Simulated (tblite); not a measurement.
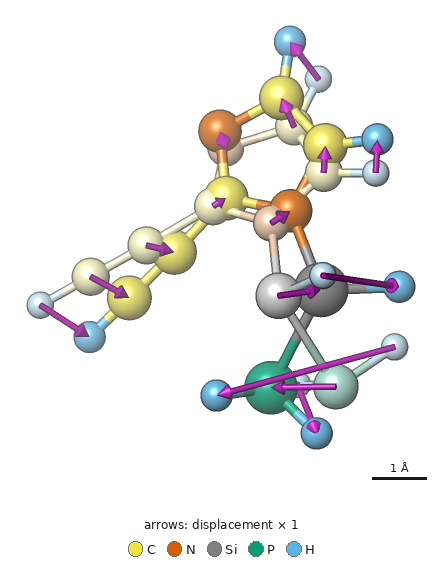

This is a relaxation of C5H6N2PSi (multiplicity 2). The starting structure is drawn faded, the final one solid; purple arrows show the displacements, at their true length. The two geometries are superimposed by the best rigid fit.

A ball-and-stick model, seen at a tilt.

Theory: GFN2-xTB geometry optimisation, gas phase in tblite. 

Atoms of which element are displaced furthest, and by how much?

Hydrogen: up to 3.58 Å, against 1.26 Å for phosphorus.

What happened in the run?

Over 197 geometry steps the energy falls by 9.54 kcal/mol. An H atom moves most after the best rigid fit: 3.58 Å. By element the largest moves are H 3.58 Å, P 1.26 Å, Si 0.93 Å, C 0.86 Å, N 0.46 Å. Among the contacts that change: C–C 1.436 → 1.403 Å, H–P 1.419 → 1.388 Å, C–H 1.076 → 1.049 Å, C–N 1.376 → 1.357 Å. Among the angles between lasting bonds that change: N–Si–H 110.7° → 101.7°, Si–P–H 97.4° → 92.3°, C–C–N 127.4° → 122.6°. Groups turn about P–Si by about 140°, N–Si by about 70°. The run took 1.8 s on 1 thread of Arm Neoverse V1 (shared host).
